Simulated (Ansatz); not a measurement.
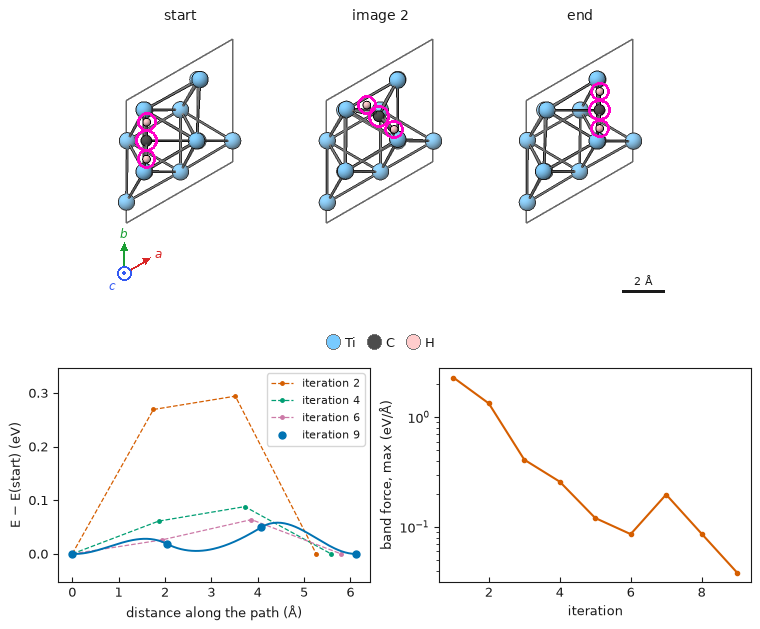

NEB run on CH2 on Ti(0001) (15 atoms in the cell). Images are numbered from 0 (start) to 3 (end). The plot follows the band through its iterations. Style: ball-and-stick. Shown: the simulation cell, with the vacuum cut short (origin moved), along the c axis. The atoms that move most are ringed. Bonds to atoms that aren't drawn are left out.

Method: DFT PBE, scalar-relativistic, plane waves, PAW in Ansatz 0.2.0. Set-up: plane-wave cutoff 420 eV; k-point mesh 4 × 4 × 1; Gaussian smearing 0.05 eV; 4 atoms held fixed; 2 movable images; no climbing image; force threshold 0.05 eV/Å; iteration limit 50.

> Judge this run.

The run is converged, with reservations. The band converged in 9 iterations. The largest component of the band force went from 2.3 to 0.038 eV/Å. No image climbed, so the highest image needn't lie on the saddle point, and the true maximum along this path can be higher. So few images resolve the path coarsely. The first iteration put the highest image at 0.625 eV. The two ends have the same energy, and the highest point, image 2, lies 0.050 eV above the start.

Limits of the set-up: the periodic images lie only 5.9 Å apart, so the values are limited by the cell's size.

The run took 3.1 min on 4 threads of Intel(R) Xeon(R) Platinum 8259CL CPU @ 2.50GHz (Skylake/Cascade Lake) (shared host), peak memory 2.2 GiB.
